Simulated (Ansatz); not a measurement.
# One shape, several levels: [SiF3]− (SMILES F[Si-](F)F)

Wanted: a comparison of 6 runs (B2PLYP/STO-3G, BHLYP/STO-3G, UPBE/STO-3G, wB97X/STO-3G, BCCD(T)/STO-3G, CCSD/STO-3G) of [SiF3]−. 

The results are computed with Ansatz 0.2.0.

5 further runs of the same task are left out: 4 that didn't finish, 1 set aside as unsound or not needed.

### Step 1. The structure to begin with

The species is [SiF3]− (4 atoms), meant as a singlet with charge -1. As SMILES, `F[Si-](F)F`. The F4–Si1 distance was set to 2.545 Å, away from the relaxed value. At this shape a bond of the SMILES string is far longer than usual.

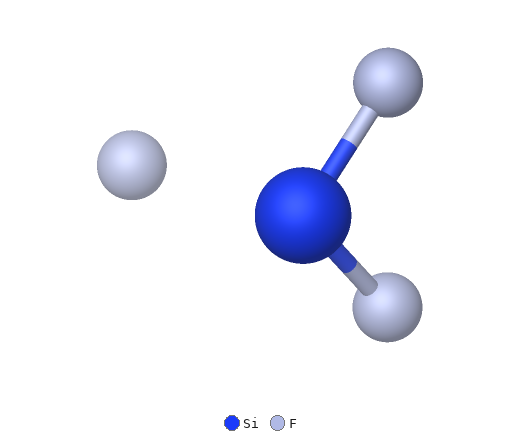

Viewed from a chosen angle; silicon blue, fluorine light blue.

### Step 2. The energy at B2PLYP/STO-3G (run 1)

The input, molecule.yaml:

```yaml
crystal:
  periodic: [false, false, false]
  atoms:
    - {symbol: Si, position_ang: [0.361558, 0.621182, 1.140223]}
    - {symbol: F, position_ang: [1.794338, 0.584452, 0.238223]}
    - {symbol: F, position_ang: [-0.321282, 1.865662, 0.212363]}
    - {symbol: F, position_ang: [-0.736530, -1.225060, -0.225300]}
basis:
  gaussian:
    orbitals: STO-3G
total_charge: -1
hamiltonian:
  xc: {name: B2PLYP}
correlation:
  frozen_orbitals: {F: 1, Si: 5}
accuracy: high
```

On the command line:

```bash
$ ansatz run molecule.yaml --threads 1 --pin off --max-ram 2610MiB --events-out events.jsonl --progress --plain --runs-dir runs
```

Log:

```text
Warning: RAYON_NUM_THREADS=1 ignored (pool sized by the plan → 1); use --threads N
Functional definition: B2PLYP
  name "B2PLYP"
  parameter a = 0.53
  parameter c = 0.27
  exchange = (1 - a)*b88_x + a*exact_x
  correlation = (1 - c)*lyp_c + c*(mp2_os + mp2_ss)
437 factors; integrals over basis functions are off by at most 3.3e-8 eV
mean field evaluation 1: about -15794.7412 eV, gradient 1.7e1 eV
mean field evaluation 2: about -15794.7681 eV, gradient 1.7e1 eV
mean field evaluation 4: about -15797.9139 eV, gradient 6.4e0 eV
mean field evaluation 8: about -15798.0957 eV, gradient 9.1e-2 eV
mean field evaluation 16: about -15798.0957 eV, gradient 7.6e-7 eV
mean field -15798.09573205 eV, -580.5693098191 hartree, gradient 2.2e-8 eV, S^2 0.000000; 0 other end points of the search recorded, 0 dependent functions left out; unrestricted orbitals would lower it
8 core orbitals not correlated: weight in the atoms' cores, before any rotation towards them, 1.000 or more for the frozen orbitals, at most 0.000 for the correlated occupied ones
reference -15798.09574554 eV, -580.5693103145 hartree; 13, 13 occupied and 3, 3 virtual orbitals, 437 factors
second order -4.13094398 eV of doubles, -0.00000000 eV of singles
Total energy: -15799.21110041 eV, -580.6102988502 hartree
```

Wall time 0.66 s (1 thread of AMD EPYC 9R45 (Zen 5), shared host); peak memory 0.12 GiB.

### Step 3. The energy at BHLYP/STO-3G (run 2)

The input, run.yaml:

```yaml
crystal:
  periodic: [false, false, false]
  atoms:
    - symbol: Si
      position_ang: [0.361558, 0.621182, 1.140223]
    - symbol: F
      position_ang: [1.794338, 0.584452, 0.238223]
    - symbol: F
      position_ang: [-0.321282, 1.865662, 0.212363]
    - symbol: F
      position_ang: [-0.736530, -1.225060, -0.225300]
basis:
  gaussian:
    orbitals: STO-3G
total_charge: -1
hamiltonian:
  xc: {name: BHLYP}
accuracy: high
```

On the command line:

```bash
$ ansatz run run.yaml --threads 1 --pin off --max-ram 2610MiB --events-out events.jsonl --progress --plain --runs-dir runs
```

Log:

```text
Warning: RAYON_NUM_THREADS=1 ignored (pool sized by the plan → 1); use --threads N
Functional definition: BHLYP
  name "BHLYP"
  parameter a = 0.5
  exchange = (1 - a)*b88_x + a*exact_x
  correlation = lyp_c
437 factors; integrals over basis functions are off by at most 3.3e-8 eV
mean field evaluation 1: about -15806.6084 eV, gradient 1.7e1 eV
mean field evaluation 2: about -15792.8109 eV, gradient 5.5e1 eV
mean field evaluation 4: about -15809.8309 eV, gradient 3.6e0 eV
mean field evaluation 8: about -15809.9396 eV, gradient 2.2e-2 eV
mean field evaluation 16: about -15809.9396 eV, gradient 9.3e-6 eV
mean field -15809.93956548 eV, -581.0045626696 hartree, gradient 5.8e-8 eV, S^2 0.000000; 0 other end points of the search recorded, 0 dependent functions left out
reference -15809.93957985 eV, -581.0045631976 hartree; 21, 21 occupied and 3, 3 virtual orbitals, 437 factors
Total energy: -15809.93957985 eV, -581.0045631976 hartree
```

Wall time 0.42 s (1 thread of AMD EPYC 9R45 (Zen 5), shared host); peak memory 0.12 GiB.

Runs 3 to 5 aren't shown in full; the table further down has their settings and results.

### Step 4. The energy at CCSD/STO-3G (run 6)

The input, run.yaml:

```yaml
crystal:
  periodic: [false, false, false]
  atoms:
    - {symbol: Si, position_ang: [0.361558, 0.621182, 1.140223]}
    - {symbol: F, position_ang: [1.794338, 0.584452, 0.238223]}
    - {symbol: F, position_ang: [-0.321282, 1.865662, 0.212363]}
    - {symbol: F, position_ang: [-0.736530, -1.225060, -0.225300]}
basis:
  gaussian: {orbitals: STO-3G}
total_charge: -1
correlation: {method: ccsd, frozen_orbitals: {F: 1, Si: 5}}
accuracy: high
scf: {omitted_lower_state_checks: [cluster_reference, increment]}
```

On the command line:

```bash
$ ansatz run run.yaml --threads 1 --pin off --max-ram 2610MiB --events-out events.jsonl --progress --plain --runs-dir runs
```

Log, shortened:

```text
Warning: RAYON_NUM_THREADS=1 ignored (pool sized by the plan → 1); use --threads N
Functional definition: HF
  name "HF"
[...]
437 factors; integrals over basis functions are off by at most 3.3e-8 eV
[...]
mean field -15767.36951749 eV, -579.4401422607 hartree, gradient 1.5e-8 eV, S^2 0.000000; 0 other end points of the search recorded, 0 dependent functions left out; unrestricted orbitals would lower it
8 core orbitals not correlated: weight in the atoms' cores, before any rotation towards them, 1.000 or more for the frozen orbitals, at most 0.000 for the correlated occupied ones
reference -15767.36951749 eV, -579.4401422607 hartree; 13, 13 occupied and 3, 3 virtual orbitals, 437 factors
second order -2.39466473 eV of doubles, -0.00000000 eV of singles
cycle   1  -2.48814183 eV  change   -2.7e-1 eV  update   1.4e-1
[...]
cycle  33  -3.13592869 eV  change    2.5e-9 eV  update   1.7e-9
WARN: these amplitudes may be one of several solutions (largest doubles amplitude 0.34, level shift 1.37 eV)
Total energy: -15770.50544618 eV, -579.5553855146 hartree
Checks for a lower state left out: cluster_reference, increment
```

Run time: 0.14 s. Hardware: 1 thread of AMD EPYC 9R45 (Zen 5), shared host.

### Step 5. The series

| run | level | frozen core orbitals | energy (Eh) | wall time |
| --- | --- | --- | --- | --- |
| 1 | B2PLYP/STO-3G | 8 | -580.610299 | 0.66 s |
| 2 | BHLYP/STO-3G | – | -581.004563 | 0.42 s |
| 3 | UPBE/STO-3G | – | -580.649052 | 1 s |
| 4 | wB97X/STO-3G | – | -581.032015 | 2 s |
| 5 | BCCD(T)/STO-3G | 8 | -579.560880 | 0.16 s |
| 6 | CCSD/STO-3G | 8 | -579.555386 | 0.14 s |

### Step 6. Outcome

```
                                          quantity          value
                               run 6: total energy  -579.55539 Eh
run 6: correlation energy (8 core orbitals frozen)     -115.2 mEh
                              run 6: T1 diagnostic          0.034
```

In words: Totals of different functionals can't be ranked against each other. In run 6 the T1 diagnostic is large, so a single reference may not serve. In runs 1, 5, 6 the log says that unrestricted orbitals would lower the reference, so the values rest on an unstable closed-shell determinant (other closed-shell runs at this shape may share the fault). In runs 1, 2, 3, 4, 5, 6 the basis is minimal, so the values are rough. All runs together took 4.4 s, the longest 2 s.
